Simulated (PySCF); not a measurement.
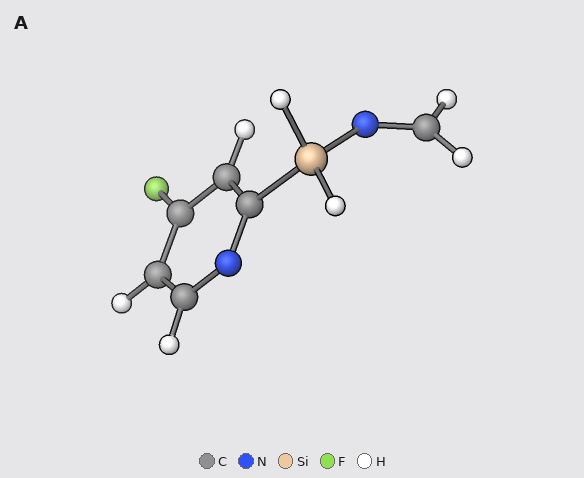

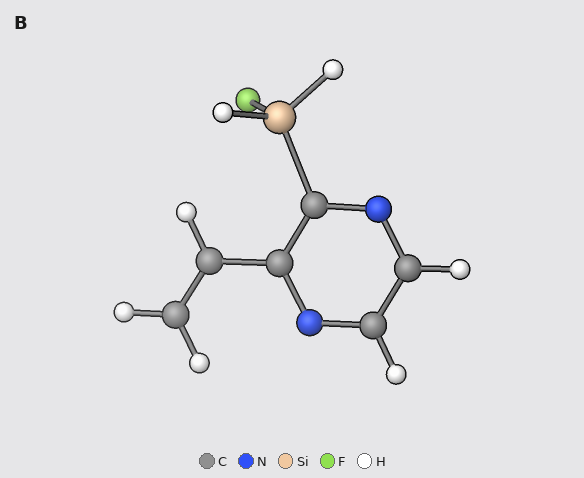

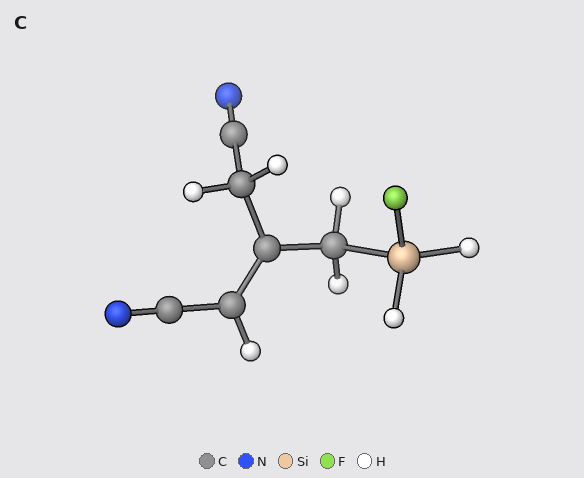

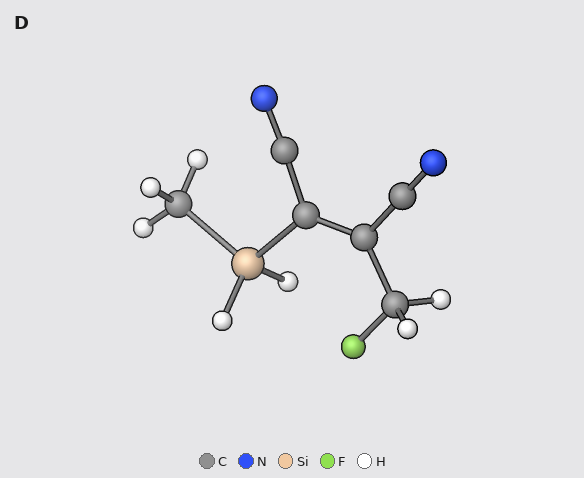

4 stationary structures of one formula. Geometries: GFN2-xTB. Electronic energies: PBE0/pcSseg-1 (PySCF 2.14.0), without zero-point energy. No frequency run is at hand to confirm each as a minimum. Each is one conformer, not always the lowest.

Are they conformers, stereoisomers or constitutional isomers?

They are constitutional isomers of C6H7FN2Si: A `C=N[SiH2]c1cc(F)ccn1`, B `C=Cc1nccnc1[SiH2]F`, C `N#C/C=C(\CC#N)C[SiH2]F`, D `C[SiH2]/C(C#N)=C(/C#N)CF`.

Rank them by energy, lowest first.

B is lowest; C lies 0.421 eV above it, A lies 1.216 eV above it, D lies 2.189 eV above it.

The geometry is semi-empirical. Around Si such bond lengths and angles can be off by a tenth of an ångström or more and by several degrees, and values that hang on the shape move with them.
